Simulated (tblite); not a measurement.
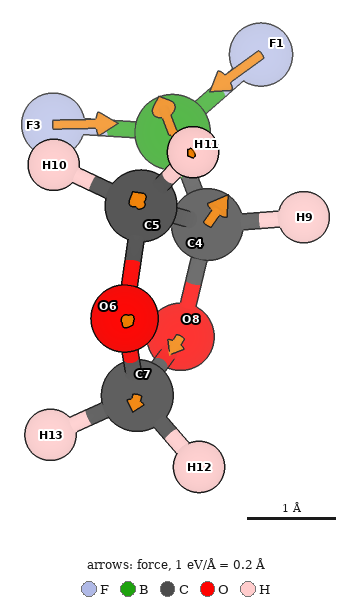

Starting geometry of C$_{3}$H$_{5}$BF$_{2}$O$_{2}$ with the computed forces as orange arrows. The picture is a ball-and-stick view, seen from a free direction.

All numbers below come from GFN2-xTB geometry optimisation, gas phase in tblite. 

**What follows when this structure is relaxed?**

It isn't relaxed: the largest force vector, on F atoms, is 3.91 eV/Å. The final displacements have little in common with the starting forces (cosine between the two patterns 0.27). The largest move after the best rigid fit is that of an F atom, 1.10 Å. Largest moves by element: F 1.10 Å, H 0.81 Å, O 0.59 Å, B 0.28 Å, C 0.23 Å. Near-neighbour distances that change, for instance: B–F 1.456 → 1.316 Å, C–C 1.517 → 1.568 Å, C–O 1.378 → 1.428 Å, C–H 1.119 → 1.095 Å. Bond angles that change, for instance: O–C–O 111.6° → 106.3°, F–B–F 118.9° → 114.6°, B–C–O 110.1° → 113.8°. Groups turn about C–O by about 45°, C–O by about 45°, B–C by about 45°. After 99 geometry steps the energy has fallen by 0.862 eV.
